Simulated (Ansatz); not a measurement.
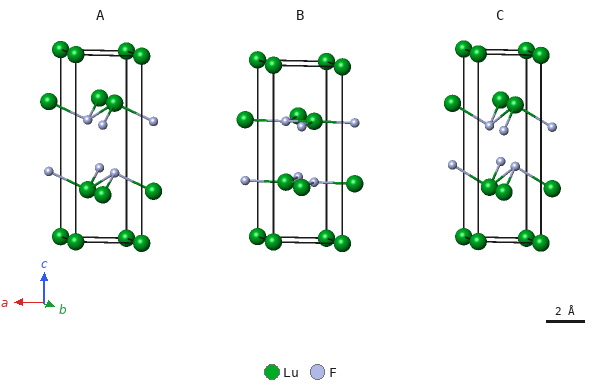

3 geometries from one relaxation of solid Lu3F2 (a generated structure, set up in P-3m1) (coarse preliminary run), in shuffled order. Style: ball-and-stick. Shown: the cell of the calculation, from a free direction.

Level of theory: DFT PBE, scalar-relativistic, plane waves, PAW (Ansatz 0.2.0). Settings: plane-wave cutoff 420 eV; k-point mesh 6 × 6 × 2; occupations gaussian; smearing width 0.1 eV; no spin polarisation; cell and atoms relaxed; force threshold 0.04 eV/Å; at most 70 steps.

**Order the frames from highest to lowest energy.**

B, A, C. They are steps 0, 4, 9, at +1.437 eV per cell of the calculation, +0.381 eV per cell of the calculation relative to the last. Over 8 accepted moves (9 points after the start) the energy falls by 1.437 eV per cell of the calculation. Largest force component: 0.25 eV/Å at the start, 0.016 eV/Å at the end. Pressure: −0.71 GPa at the start and −0.08 GPa at the end. At 1 point the geometry stayed and the basis and grid were re-selected for the new cell (energy shift of 0.2 meV per cell of the calculation at most each time). The largest moves relative to the cell, 0.63 Å, are those of F atoms. Largest moves by element: F 0.63 Å, Lu 0.46 Å. The volume changes by −11.9 %, with a = b 3.833 → 3.490 Å (−8.9 %), c 9.414 → 10.001 Å (+6.2 %). Near-neighbour distances that change, for instance: Lu–Lu 3.833 → 3.490 Å, Lu–Lu 3.748 → 3.409 Å, F–Lu 2.216 → 2.358 Å. Among the angles between lasting bonds that change: Lu–F–Lu 119.7° → 95.5°, F–Lu–F 119.7° → 95.5°. The space group stays P-3m1 (No. 164). Cost: 3.1 min on 1 thread of Intel(R) Xeon(R) Processor @ 2.50GHz (Skylake/Cascade Lake) (shared host), peak memory 0.45 GiB.

Limits of the set-up: layers or molecules are held without a dispersion correction, so their spacing is unreliable.
